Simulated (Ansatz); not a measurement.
**Single-point calculation of C2H2F4**

System: C2H2F4, SMILES FC(F)C(F)F.
Method: RKS PBE0-D4/def2-TZVPP (Ansatz 0.2.0).

The geometry comes from this level: PBE0-D4/def2-TZVP.

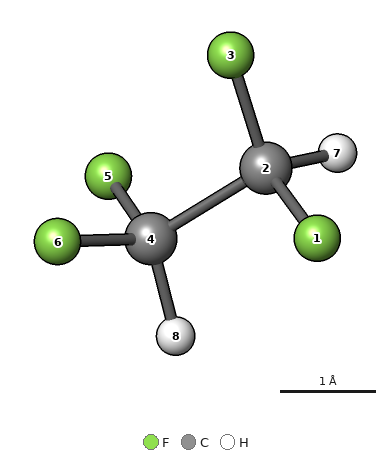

**Figure 1.** The input geometry (ball-and-stick view, seen at a tilt; atoms are numbered from 1 in the order of the input).

### Results in brief

```tsv
quantity	value
outcome	converged
total energy	−12966.9196 eV
mean-field energy	−12966.8223 eV
dispersion energy	−0.0974 eV
SCF solution under orbital rotations	stable
HOMO	−9.88 eV
LUMO	1.38 eV
hardware	4 threads of Arm Neoverse V2, 23 GiB of memory available, shared host
wall time	1.9 s (CPU time 6.7 s)
peak memory	0.43 GiB
```

### Input
```yaml
crystal:
  periodic: [false, false, false]
  atoms:
    - {symbol: F, position_ang: [-1.346460, -1.046006, 0.376792]}
    - {symbol: C, position_ang: [-0.519649, 0.008767, 0.541917]}
    - {symbol: F, position_ang: [-1.223722, 1.138661, 0.365643]}
    - {symbol: C, position_ang: [0.597080, -0.083463, -0.491637]}
    - {symbol: F, position_ang: [1.506717, 0.879307, -0.228877]}
    - {symbol: F, position_ang: [0.105604, 0.114679, -1.725595]}
    - {symbol: H, position_ang: [-0.115979, -0.007497, 1.559796]}
    - {symbol: H, position_ang: [1.088406, -1.061449, -0.453739]}
basis:
  gaussian: {orbitals: def2-TZVPP}
hamiltonian: {xc: pbe0, dispersion: d4}
output: {orbitals: {seedname: orbitals}}
```

Launch command:
```bash
ansatz run in.yaml --threads 4 --pin off --events-out ev --progress --plain --max-ram 10444MiB
```

### Log
```
Functional definition: PBE0
  name "PBE0"
  cite "Adamo & Barone, J. Chem. Phys. 110, 6158 (1999) doi:10.1063/1.478522"
  cite "Perdew, Burke & Ernzerhof, Phys. Rev. Lett. 77, 3865 (1996) doi:10.1103/PhysRevLett.77.3865"
  parent pbe
  parameter a = 0.25
  parameter kappa = 0.804
  parameter beta = 0.06672455060314922
  exchange = (1 - a)*pbe_x(kappa = kappa, mu = beta*pi^2/3) + a*exact_x
  correlation = pbe_c(beta = beta)
1102 factors; their error is unknown
mean field evaluation 1: about -12965.0475 eV, gradient 3.7e1 eV
mean field evaluation 2: about -12964.6160 eV, gradient 4.2e1 eV
mean field evaluation 4: about -12966.7918 eV, gradient 1.4e0 eV
mean field evaluation 8: about -12966.7907 eV, gradient 2.8e-2 eV
mean field evaluation 16: about -12966.8223 eV, gradient 2.7e-5 eV
mean field -12966.82227051 eV, -476.5219292133 hartree, gradient 2.7e-5 eV, S^2 0.000000; 0 other end points of the search recorded, 0 dependent functions left out
reference -12966.82228904 eV, -476.5219298945 hartree; 25, 25 occupied and 189, 189 virtual orbitals, 1102 factors
Total energy: -12966.91964017 eV, -476.5255074826 hartree
```

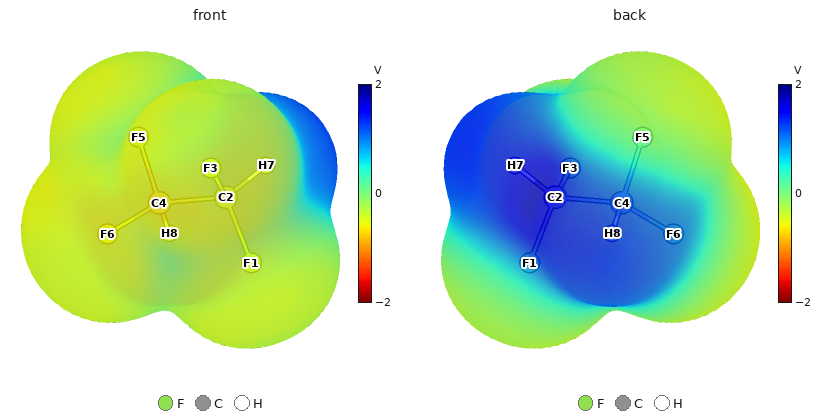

**Figure 2.** The molecular electrostatic potential painted on the density surface at 0.001 e/bohr³, seen at a tilt and from behind; red is negative and blue positive.

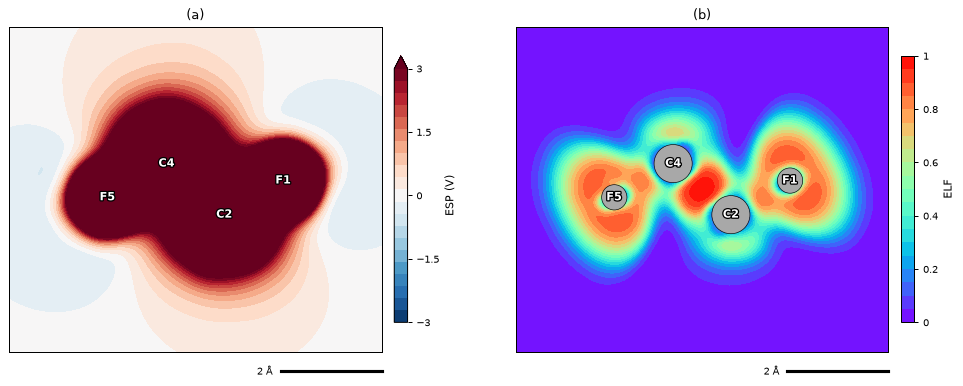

**Figure 3.** (a) molecular electrostatic potential; (b) ELF on the plane of atoms F1, C2 and C4. Grey discs, where drawn, cover atomic cores. The section cuts through F and C sites. C–C (1.52 Å): the ELF peaks at about 1 between the atoms (a shared electron pair).

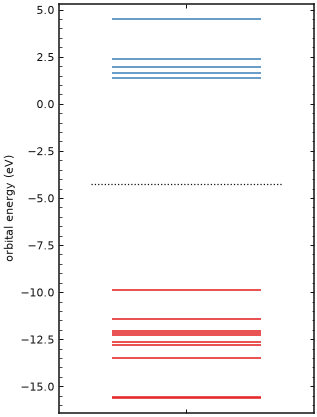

**Figure 4.** Orbital energies near the frontier; the dotted line parts filled from empty levels, and levels within 0.02 eV of each other stand side by side. Highest filled −9.88 eV, lowest empty 1.38 eV, 11.26 eV apart.
